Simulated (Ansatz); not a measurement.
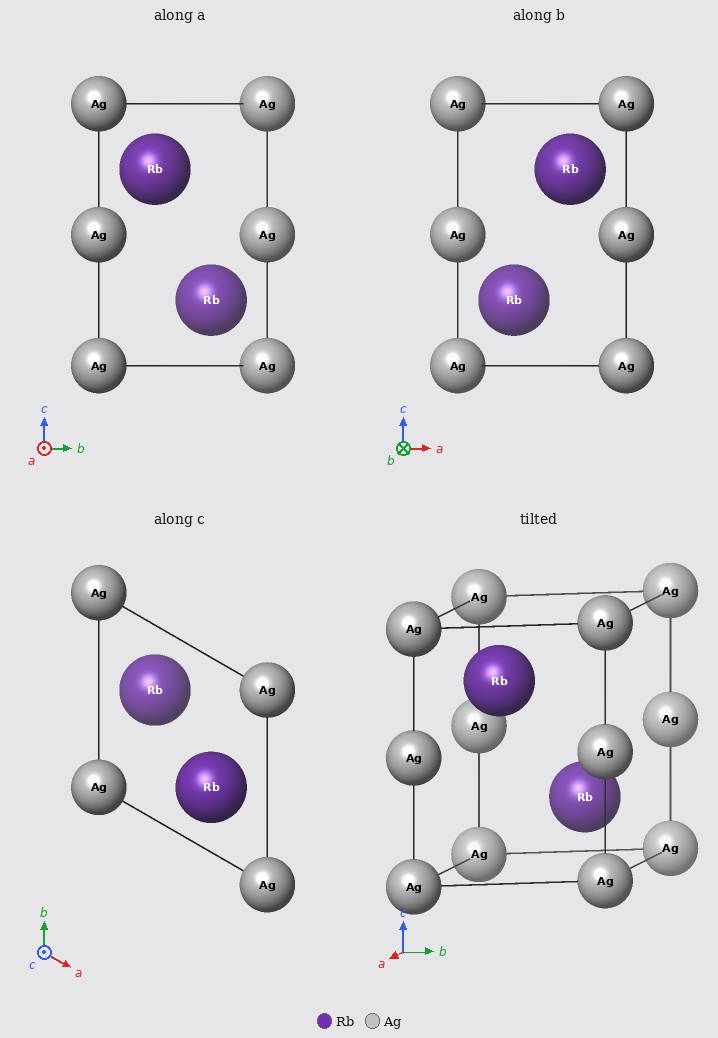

Shown here is a spheres-only view of the crystal, taken along the a axis, along the b axis, along the c axis and slightly off an axis. One conventional unit cell is framed, with atoms on its boundary repeated.

Lattice parameters: a = 4.6780 Å, b = 4.6780 Å, c = 6.2927 Å, α = 90.000°, β = 90.000°, γ = 120.000°.

> Reconstruct the structure as a CIF with its space group and independent sites.

```cif
data_structure
_symmetry_space_group_name_H-M 'P 63/m m c'
_symmetry_Int_Tables_number 194
_cell_length_a 4.6780
_cell_length_b 4.6780
_cell_length_c 6.2927
_cell_angle_alpha 90.000
_cell_angle_beta 90.000
_cell_angle_gamma 120.000
_cell_volume 119.26
loop_
_atom_site_label
_atom_site_type_symbol
_atom_site_symmetry_multiplicity
_atom_site_Wyckoff_symbol
_atom_site_fract_x
_atom_site_fract_y
_atom_site_fract_z
_atom_site_occupancy
Rb1 Rb 2 c 0.3333 0.6667 0.2500 1
Ag1 Ag 2 a 0.0000 0.0000 0.0000 1
```

Note that this is a generated cell, made by putting these elements into a known structure type (the compound may or may not exist in this form), and that it hasn't been relaxed. Ansatz was used for an electronic-structure calculation on it.

At this level of theory the cell isn't at rest (compressed, at 9 GPa), so its distances can differ from those at equilibrium, the more so the softer the solid.
